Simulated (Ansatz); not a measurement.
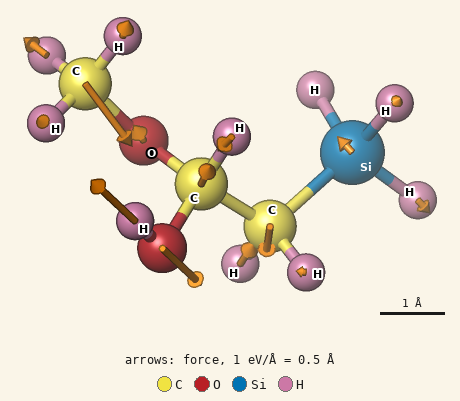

Starting geometry of C3H10O2Si with the computed forces as orange arrows. The picture is a ball-and-stick view, seen at a tilt.

The run prepares an end point of a later path (hydrogen shift) calculation, from a guessed geometry.

The calculation used RKS B3LYP-D4/6-31G* (Ansatz).

Input
```yaml
crystal:
  periodic: [false, false, false]
  atoms:
    - { symbol: C, position_ang: [-0.1763, -2.3842, -0.2126] }
    - { symbol: O, position_ang: [-0.7039, -1.0057, -0.1963] }
    - { symbol: C, position_ang: [0.2491, -0.0511, -0.5989] }
    - { symbol: O, position_ang: [0.5656, -0.1075, -1.9922] }
    - { symbol: C, position_ang: [-0.246, 1.3377, -0.2959] }
    - { symbol: Si, position_ang: [-0.2238, 1.8316, 1.5179] }
    - { symbol: H, position_ang: [0.0685, -2.6334, -1.239] }
    - { symbol: H, position_ang: [-0.9867, -2.9789, 0.1203] }
    - { symbol: H, position_ang: [0.6406, -2.4393, 0.4824] }
    - { symbol: H, position_ang: [1.2373, -0.2341, -0.0485] }
    - { symbol: H, position_ang: [1.1357, -0.8166, -2.1204] }
    - { symbol: H, position_ang: [0.3648, 2.0914, -0.8146] }
    - { symbol: H, position_ang: [-1.3231, 1.466, -0.6707] }
    - { symbol: H, position_ang: [1.1371, 1.7155, 2.0612] }
    - { symbol: H, position_ang: [-0.6668, 3.2086, 1.6946] }
    - { symbol: H, position_ang: [-1.095, 0.9772, 2.357] }
basis:
  gaussian: { orbitals: "6-31G*" }
hamiltonian:
  xc: b3lyp
  dispersion: d4
relax:
  f_tol: 0.02
  max_steps: 50
```

Run as
```bash
ansatz run input.yaml --threads 2 --pin off --max-ram 3072MiB --backend cpu --events-out ev --progress --plain --runs-dir out
```

**Is this structure relaxed? If not, where do the atoms go?**

It isn't relaxed: the largest force vector, on O4, is 3.09 eV/Å. The final displacements have little in common with the starting forces (cosine between the two patterns 0.05). The atom that moves furthest after the best rigid fit is H14 (0.71 Å). By element the largest moves are H 0.71 Å, O 0.35 Å, Si 0.22 Å, C 0.21 Å. Among the contacts that change: C1–O2 1.476 → 1.413 Å, C5–H13 1.148 → 1.097 Å, O4–H11 0.919 → 0.969 Å, C3–H10 1.146 → 1.106 Å. Bond angles that change, for instance: H7–C1–H9 115.4° → 109.1°, Si6–C5–H12 105.6° → 110.5°, O2–C1–H7 107.8° → 111.7°. Groups turn about C3–C5 by about 25°. After 10 accepted moves (11 points after the start) the energy has fallen by 35.5 kJ/mol. The largest force component goes from 2.5 to 0.011 eV/Å. The line search rejected the trial step at point 8 of the run. Cost: 42 s on 2 threads of Arm Neoverse V2, with other jobs on the host, peak memory 0.28 GiB.
